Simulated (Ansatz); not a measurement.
Geometry relaxation, with input and output: Ge$_{3}$Te$_{7}$ (part 1 of 2)

System: Ge$_{3}$Te$_{7}$.
Method: RKS PBE-D4/def2-SVP (Ansatz 0.2.0).

The geometry: GFN1-xTB start. Figures and captions count atoms from 1; the log counts them from 0 in places.

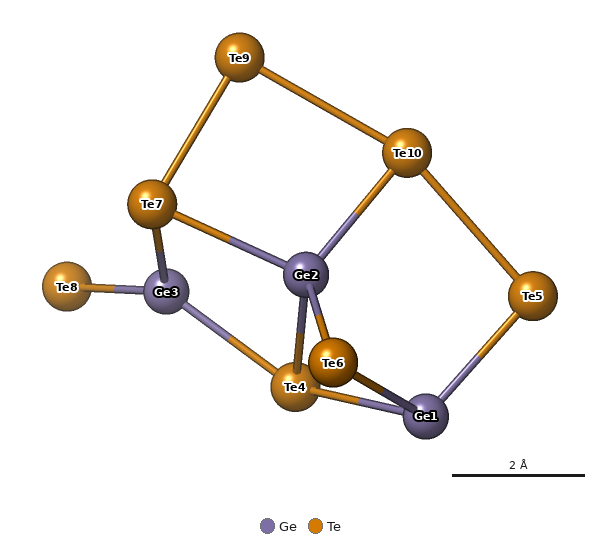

The input geometry (ball-and-stick view, seen at a tilt; atoms are numbered from 1 in the order of the input). Sticks mark near contacts. Bond lengths as drawn: Ge–Te 2.37 to 2.81 Å and Te–Te 2.68 to 2.95 Å.

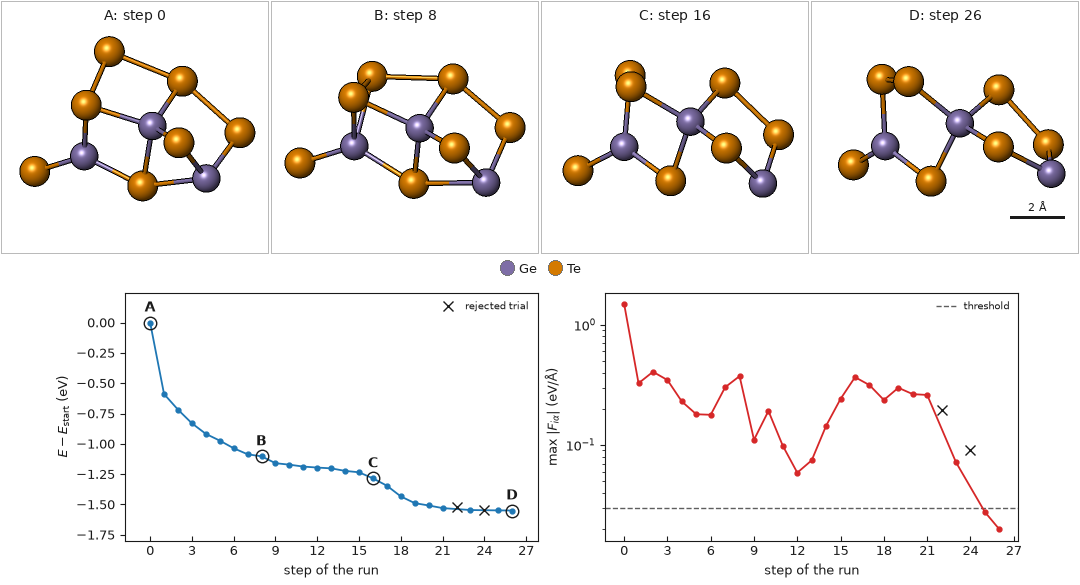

Frames of the relaxation (ball-and-stick view, seen at a tilt) above the curves, on which the letters mark them (the first geometry is step 0 here and step 1 in the log).

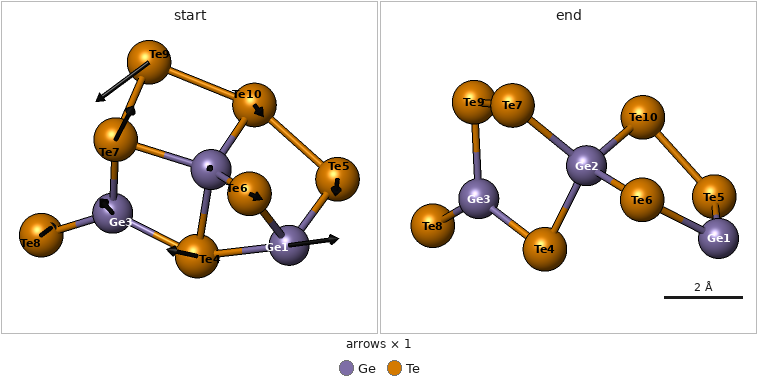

Before (left) and after (right) the relaxation, at one scale (ball-and-stick view, seen at a tilt). The black arrows give the displacements, at true length. The energy falls by 1.550 eV in 26 geometry steps. The largest force component goes from 1.5 to 0.02 eV/Å. The line search rejected the trial steps at points 22, 24 (counted from 0) and went back. Te9 moves most after the best rigid fit: 1.74 Å. Largest moves by element: Te 1.74 Å, Ge 1.48 Å. Among the contacts that change: Ge1–Te4 2.815 → 4.813 Å, Ge3–Te7 2.570 → 4.127 Å, Ge3–Te9 4.030 → 2.586 Å, Te9–Te10 2.954 → 4.396 Å. New bonds form: Ge3–Te9 (4.03 → 2.59 Å). Bonds break: Ge1–Te4 (2.81 → 4.81 Å), Ge3–Te7 (2.57 → 4.13 Å), Te9–Te10 (2.95 → 4.40 Å). Among the angles that change: Ge1–Te6–Ge2 66.0° → 99.1°, Ge2–Te4–Ge3 79.9° → 93.7°, Ge1–Te5–Te10 97.2° → 110.2°. (Atoms are counted from 1 in the order of the input.)

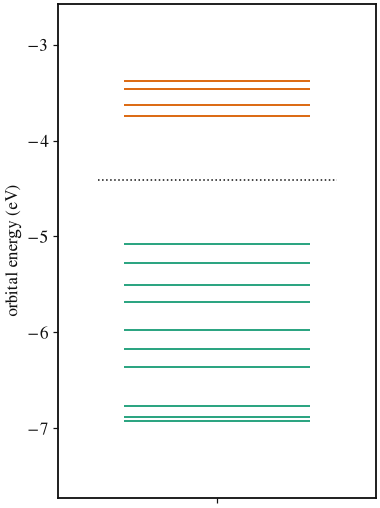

Orbital energies near the frontier; the dotted line parts filled from empty levels, and levels within 0.02 eV of each other stand side by side. Highest filled −5.08 eV, lowest empty −3.74 eV, 1.34 eV apart.

The input and output of the run follow.

**Input**
```yaml
crystal:
  periodic: [false, false, false]
  atoms:
    - {symbol: Ge, position_ang: [2.728050, 0.863280, -1.185000]}
    - {symbol: Ge, position_ang: [0.075510, 0.934030, -0.223830]}
    - {symbol: Ge, position_ang: [-0.363750, -1.508010, 1.966080]}
    - {symbol: Te, position_ang: [1.665450, -1.031480, 0.604920]}
    - {symbol: Te, position_ang: [1.584990, 0.315020, -3.324040]}
    - {symbol: Te, position_ang: [1.422980, 3.015480, -0.239020]}
    - {symbol: Te, position_ang: [-1.731070, 0.639360, 1.614590]}
    - {symbol: Te, position_ang: [-0.913960, -3.288840, 3.435310]}
    - {symbol: Te, position_ang: [-3.349890, -0.144870, -0.372410]}
    - {symbol: Te, position_ang: [-1.118300, 0.206010, -2.276580]}
basis:
  gaussian: {orbitals: def2-SVP}
hamiltonian: {xc: pbe, dispersion: d4}
scf: {lower_state_search: "off"}
output: {orbitals: {seedname: orbitals}}
relax: {f_tol: 0.03, max_steps: 70}
```

Command:
```bash
ansatz run in.yaml --threads 4 --pin off --events-out ev --progress --plain --max-ram 9574MiB
```

**What the program printed**
```
Functional definition: PBE
  name "PBE"
  cite "Perdew, Burke & Ernzerhof, Phys. Rev. Lett. 77, 3865 (1996) doi:10.1103/PhysRevLett.77.3865"
  parent pbe
  parameter kappa = 0.804
  parameter beta = 0.06672455060314922
  exchange = pbe_x(kappa = kappa, mu = beta*pi^2/3)
  correlation = pbe_c(beta = beta)
these checks for a lower state are left out or cut short: stability, starts, cluster_reference, orbital_swaps, neighbouring_geometries, increment
3293 factors; their error is unknown
mean field evaluation 1: about -220564.2794 eV, gradient 3.5e1 eV
mean field evaluation 2: about -220503.2828 eV, gradient 1.2e2 eV
mean field evaluation 4: about -220565.2823 eV, gradient 1.9e1 eV
mean field evaluation 8: about -220566.7018 eV, gradient 1.3e0 eV
mean field evaluation 16: about -220566.5984 eV, gradient 1.8e-2 eV
mean field -220566.59840081 eV, -8105.6729858195 hartree, gradient 4.0e-6 eV, S^2 0.000000; 0 other end points of the search recorded, 0 dependent functions left out
the calculation of the forces begins
reference -220566.59844571 eV, -8105.6729874696 hartree; 132, 132 occupied and 146, 146 virtual orbitals, 3293 factors
relax step   1: F+E_penalty+E_count = -220567.97447233 eV  Δ(F+E_penalty+E_count) = +0.000e0 eV  max|allowed force component| = 1.496e0 eV/Å  Δτ_max = 0.0000 Å  (26 SCF iters, accepted)
these checks for a lower state are left out or cut short: stability, starts, cluster_reference, orbital_swaps, neighbouring_geometries, increment
3293 factors; their error is unknown
mean field evaluation 32: about -220567.3589 eV, gradient 1.2e-1 eV
mean field -220567.25418363 eV, -8105.6970853937 hartree, gradient 1.2e-6 eV, S^2 0.000000; 0 other end points of the search recorded, 0 dependent functions left out
[... from here on the field's lines of each further geometry are left out, up to the last ...]
relax step   2: F+E_penalty+E_count = -220568.56373292 eV  Δ(F+E_penalty+E_count) = -5.893e-1 eV  max|allowed force component| = 3.263e-1 eV/Å  Δτ_max = 0.1948 Å  (30 SCF iters, accepted)
relax step   3: F+E_penalty+E_count = -220568.69247542 eV  Δ(F+E_penalty+E_count) = -1.287e-1 eV  max|allowed force component| = 4.063e-1 eV/Å  Δτ_max = 0.1934 Å  (29 SCF iters, accepted)
relax step   4: F+E_penalty+E_count = -220568.80513926 eV  Δ(F+E_penalty+E_count) = -1.127e-1 eV  max|allowed force component| = 3.473e-1 eV/Å  Δτ_max = 0.1952 Å  (29 SCF iters, accepted)
relax step   5: F+E_penalty+E_count = -220568.89221026 eV  Δ(F+E_penalty+E_count) = -8.707e-2 eV  max|allowed force component| = 2.300e-1 eV/Å  Δτ_max = 0.1951 Å  (25 SCF iters, accepted)
relax step   6: F+E_penalty+E_count = -220568.94785701 eV  Δ(F+E_penalty+E_count) = -5.565e-2 eV  max|allowed force component| = 1.802e-1 eV/Å  Δτ_max = 0.1950 Å  (25 SCF iters, accepted)
relax step   7: F+E_penalty+E_count = -220569.01093161 eV  Δ(F+E_penalty+E_count) = -6.307e-2 eV  max|allowed force component| = 1.783e-1 eV/Å  Δτ_max = 0.1959 Å  (29 SCF iters, accepted)
relax step   8: F+E_penalty+E_count = -220569.06050526 eV  Δ(F+E_penalty+E_count) = -4.957e-2 eV  max|allowed force component| = 3.022e-1 eV/Å  Δτ_max = 0.1951 Å  (29 SCF iters, accepted)
relax step   9: F+E_penalty+E_count = -220569.07748070 eV  Δ(F+E_penalty+E_count) = -1.698e-2 eV  max|allowed force component| = 3.740e-1 eV/Å  Δτ_max = 0.1851 Å  (30 SCF iters, accepted)
relax step  10: F+E_penalty+E_count = -220569.13397035 eV  Δ(F+E_penalty+E_count) = -5.649e-2 eV  max|allowed force component| = 1.104e-1 eV/Å  Δτ_max = 0.1344 Å  (25 SCF iters, accepted)
relax step  11: F+E_penalty+E_count = -220569.14620198 eV  Δ(F+E_penalty+E_count) = -1.223e-2 eV  max|allowed force component| = 1.918e-1 eV/Å  Δτ_max = 0.2000 Å  (29 SCF iters, accepted)
relax step  12: F+E_penalty+E_count = -220569.16189848 eV  Δ(F+E_penalty+E_count) = -1.570e-2 eV  max|allowed force component| = 9.820e-2 eV/Å  Δτ_max = 0.0866 Å  (24 SCF iters, accepted)
relax step  13: F+E_penalty+E_count = -220569.17006438 eV  Δ(F+E_penalty+E_count) = -8.166e-3 eV  max|allowed force component| = 5.879e-2 eV/Å  Δτ_max = 0.0400 Å  (24 SCF iters, accepted)
relax step  14: F+E_penalty+E_count = -220569.17658633 eV  Δ(F+E_penalty+E_count) = -6.522e-3 eV  max|allowed force component| = 7.458e-2 eV/Å  Δτ_max = 0.0608 Å  (25 SCF iters, accepted)
relax step  15: F+E_penalty+E_count = -220569.19738867 eV  Δ(F+E_penalty+E_count) = -2.080e-2 eV  max|allowed force component| = 1.447e-1 eV/Å  Δτ_max = 0.1950 Å  (29 SCF iters, accepted)
relax step  16: F+E_penalty+E_count = -220569.20905396 eV  Δ(F+E_penalty+E_count) = -1.167e-2 eV  max|allowed force component| = 2.420e-1 eV/Å  Δτ_max = 0.1945 Å  (30 SCF iters, accepted)
relax step  17: F+E_penalty+E_count = -220569.25918803 eV  Δ(F+E_penalty+E_count) = -5.013e-2 eV  max|allowed force component| = 3.667e-1 eV/Å  Δτ_max = 0.2000 Å  (28 SCF iters, accepted)
relax step  18: F+E_penalty+E_count = -220569.31947509 eV  Δ(F+E_penalty+E_count) = -6.029e-2 eV  max|allowed force component| = 3.151e-1 eV/Å  Δτ_max = 0.1946 Å  (28 SCF iters, accepted)
relax step  19: F+E_penalty+E_count = -220569.40785158 eV  Δ(F+E_penalty+E_count) = -8.838e-2 eV  max|allowed force component| = 2.367e-1 eV/Å  Δτ_max = 0.1952 Å  (28 SCF iters, accepted)
relax step  20: F+E_penalty+E_count = -220569.46339354 eV  Δ(F+E_penalty+E_count) = -5.554e-2 eV  max|allowed force component| = 2.993e-1 eV/Å  Δτ_max = 0.1952 Å  (27 SCF iters, accepted)
relax step  21: F+E_penalty+E_count = -220569.48264100 eV  Δ(F+E_penalty+E_count) = -1.925e-2 eV  max|allowed force component| = 2.648e-1 eV/Å  Δτ_max = 0.1949 Å  (27 SCF iters, accepted)
relax step  22: F+E_penalty+E_count = -220569.50423604 eV  Δ(F+E_penalty+E_count) = -2.160e-2 eV  max|allowed force component| = 2.608e-1 eV/Å  Δτ_max = 0.1170 Å  (23 SCF iters, accepted)
relax step  23: F+E_penalty+E_count = -220569.49268928 eV  Δ(F+E_penalty+E_count) = +1.155e-2 eV  max|allowed force component| = 1.973e-1 eV/Å  Δτ_max = 0.2000 Å  (28 SCF iters, rejected (line search))
relax step  24: F+E_penalty+E_count = -220569.52017655 eV  Δ(F+E_penalty+E_count) = -1.594e-2 eV  max|allowed force component| = 7.156e-2 eV/Å  Δτ_max = 0.0993 Å  (21 SCF iters, accepted)
relax step  25: F+E_penalty+E_count = -220569.51921482 eV  Δ(F+E_penalty+E_count) = +9.617e-4 eV  max|allowed force component| = 9.121e-2 eV/Å  Δτ_max = 0.1000 Å  (21 SCF iters, rejected (line search))
the calculation of the forces begins
reference -220568.25651035 eV, -8105.7339202215 hartree; 132, 132 occupied and 146, 146 virtual orbitals, 3293 factors
relax step  26: F+E_penalty+E_count = -220569.52315242 eV  Δ(F+E_penalty+E_count) = -2.976e-3 eV  max|allowed force component| = 2.764e-2 eV/Å  Δτ_max = 0.0500 Å  (22 SCF iters, accepted)
these checks for a lower state are left out or cut short: stability, starts, cluster_reference, orbital_swaps, neighbouring_geometries, increment
3293 factors; their error is unknown
mean field evaluation 224: about -220568.2559 eV, gradient 1.7e-4 eV
mean field -220568.25588359 eV, -8105.7338971885 hartree, gradient 1.7e-6 eV, S^2 0.000000; 0 other end points of the search recorded, 0 dependent functions left out
the calculation of the forces begins
reference -220568.25593079 eV, -8105.7338989228 hartree; 132, 132 occupied and 146, 146 virtual orbitals, 3293 factors
relax step  27: F+E_penalty+E_count = -220569.52413960 eV  Δ(F+E_penalty+E_count) = -9.872e-4 eV  max|allowed force component| = 1.987e-2 eV/Å  Δτ_max = 0.0328 Å  (22 SCF iters, accepted)
Total energy: -220569.52418680 eV, -8105.7805064715 hartree
Atom 0 at     3.269150     1.797258    -2.204950 Å, force     0.011452    -0.003763    -0.019868 eV/Å
Atom 1 at    -0.015338     1.069342    -0.112469 Å, force    -0.006355     0.003766     0.017235 eV/Å
Atom 2 at    -0.935005    -2.002258     1.917897 Å, force    -0.001022     0.000317    -0.012582 eV/Å
Atom 3 at     1.226825    -0.749926     1.331453 Å, force    -0.002424     0.008988     0.000638 eV/Å
Atom 4 at     1.839962    -0.106685    -3.232745 Å, force    -0.002472    -0.011204     0.000212 eV/Å
Atom 5 at     1.757193     2.954909    -0.439570 Å, force    -0.013669     0.002609     0.010679 eV/Å
Atom 6 at    -2.089882     1.899122     1.224845 Å, force     0.008219     0.004702    -0.003773 eV/Å
Atom 7 at    -1.196374    -4.279353     2.629508 Å, force     0.000380     0.000420    -0.003358 eV/Å
Atom 8 at    -3.070247    -0.692043     1.277542 Å, force    -0.005900    -0.008882     0.004499 eV/Å
Atom 9 at    -0.786273     0.109614    -2.391490 Å, force     0.011790     0.003047     0.006316 eV/Å
Dipole moment:     0.134061     0.518505    -0.335279 e Å
Checks for a lower state left out: stability, starts, cluster_reference, orbital_swaps, neighbouring_geometries, increment
```

**Trajectory as extended XYZ (Å, eV, eV/Å), 27 frames, from step=1 to step=27**
```
10
Properties=species:S:1:pos:R:3:forces:R:3 step=1 energy=-220567.97447
Ge    2.7281    0.8633   -1.1850    1.4964   0.3459   0.0797
Ge    0.0755    0.9340   -0.2238    0.1711   0.4458   0.1665
Ge   -0.3638   -1.5080    1.9661   -0.1897  -1.0412   0.5660
Te    1.6655   -1.0315    0.6049    1.1821  -0.7393  -0.1165
Te    1.5850    0.3150   -3.3240    0.0236  -0.3252  -0.8223
Te    1.4230    3.0155   -0.2390    0.0312   0.8476   0.2348
Te   -1.7311    0.6394    1.6146   -1.0551   1.1986   0.8459
Te   -0.9140   -3.2888    3.4353   -0.1279  -0.2379   0.2368
Te   -3.3499   -0.1449   -0.3724   -0.8437  -0.3743   0.1477
Te   -1.1183    0.2060   -2.2766   -0.6881  -0.1200  -1.3386
10
Properties=species:S:1:pos:R:3:forces:R:3 step=2 energy=-220568.56373
Ge    2.9087    0.9252   -1.2236    0.0313   0.2907  -0.0320
Ge    0.0746    0.9669   -0.2408    0.0810  -0.1216  -0.0593
Ge   -0.3765   -1.5753    2.0047    0.1066   0.1687  -0.0564
Te    1.7694   -1.1256    0.6064   -0.2524   0.1553  -0.1634
Te    1.6506    0.2793   -3.3940   -0.2376  -0.1352   0.3263
Te    1.4303    3.1027   -0.2154    0.0768  -0.2892  -0.0896
Te   -1.8424    0.7393    1.6938   -0.0854  -0.0554  -0.2791
Te   -0.9391   -3.3439    3.4887   -0.1015  -0.1922   0.1538
Te   -3.4639   -0.1898   -0.3262    0.1104  -0.1039   0.2502
Te   -1.2117    0.2212   -2.3936    0.2709   0.2829  -0.0506
10
Properties=species:S:1:pos:R:3:forces:R:3 step=3 energy=-220568.69247
Ge    2.9978    0.9816   -1.1865   -0.0283   0.2779   0.0017
Ge    0.0855    1.0080   -0.3017   -0.0210  -0.3885   0.1580
Ge   -0.3745   -1.5943    2.0357    0.0499   0.2617  -0.0992
Te    1.6934   -1.1211    0.5147   -0.1776   0.0004  -0.1375
Te    1.6084    0.1861   -3.2342   -0.2879  -0.0916  -0.0628
Te    1.4792    3.1132   -0.2616    0.1278  -0.0959  -0.0284
Te   -1.8163    0.7353    1.6460   -0.2325   0.0343   0.0355
Te   -0.9568   -3.3651    3.5252   -0.0495  -0.0496   0.0470
Te   -3.4327   -0.3372   -0.2943    0.2128  -0.0772   0.0583
Te   -1.2839    0.3936   -2.4435    0.4063   0.1285   0.0274
10
Properties=species:S:1:pos:R:3:forces:R:3 step=4 energy=-220568.80514
Ge    3.0212    1.0308   -1.2145    0.0679   0.1184   0.0446
Ge    0.0838    0.9996   -0.2630   -0.0527  -0.2476   0.2500
Ge   -0.3905   -1.5484    2.0297   -0.0025   0.0676  -0.0024
Te    1.6391   -1.1475    0.4236   -0.1552  -0.0174  -0.0749
Te    1.5760    0.1212   -3.2013   -0.3473   0.0645  -0.1101
Te    1.5064    3.0881   -0.2450    0.1317   0.0516  -0.0462
Te   -1.8562    0.7712    1.6682   -0.1509   0.0277  -0.0320
Te   -0.9920   -3.3245    3.5194   -0.0151   0.0327  -0.0061
Te   -3.3278   -0.5000   -0.2701    0.2453  -0.0081  -0.0008
Te   -1.2601    0.5094   -2.4469    0.2787  -0.0893  -0.0222
10
Properties=species:S:1:pos:R:3:forces:R:3 step=5 energy=-220568.89221
Ge    3.0407    1.0648   -1.2528    0.1448  -0.0094   0.0104
Ge    0.0833    0.9918   -0.2069   -0.0379   0.0147   0.2176
Ge   -0.4282   -1.5159    2.0361   -0.0484  -0.0968  -0.0265
Te    1.5658   -1.1835    0.3561   -0.0610  -0.0313   0.0148
Te    1.5320    0.1488   -3.2211   -0.1655   0.0448  -0.1105
Te    1.5417    3.0711   -0.2475    0.0485   0.0785   0.0015
Te   -1.8925    0.8122    1.6969   -0.1279  -0.0194  -0.1467
Te   -1.0414   -3.2926    3.5276    0.0062   0.0767  -0.0156
Te   -3.1943   -0.6409   -0.2499    0.2300   0.0304   0.0996
Te   -1.2071    0.5442   -2.4383    0.0113  -0.0881  -0.0446
10
Properties=species:S:1:pos:R:3:forces:R:3 step=6 energy=-220568.94786
Ge    3.0668    1.0732   -1.2936    0.0294  -0.0586  -0.0071
Ge    0.0829    1.0162   -0.1575    0.0575   0.1045   0.1163
Ge   -0.4862   -1.5118    2.0177   -0.0702  -0.1223  -0.1337
Te    1.5122   -1.1942    0.3328    0.0269   0.0257   0.0399
Te    1.4975    0.1850   -3.2593   -0.0266   0.0564  -0.0300
Te    1.5872    3.0738   -0.2524    0.0110  -0.0112  -0.0033
Te   -1.9238    0.8513    1.7090   -0.1140  -0.0124  -0.1320
Te   -1.0940   -3.2713    3.5298   -0.0045   0.0471   0.0210
Te   -3.0592   -0.7752   -0.2080    0.1802   0.0424   0.1431
Te   -1.1833    0.5530   -2.4184   -0.0898  -0.0716  -0.0142
```
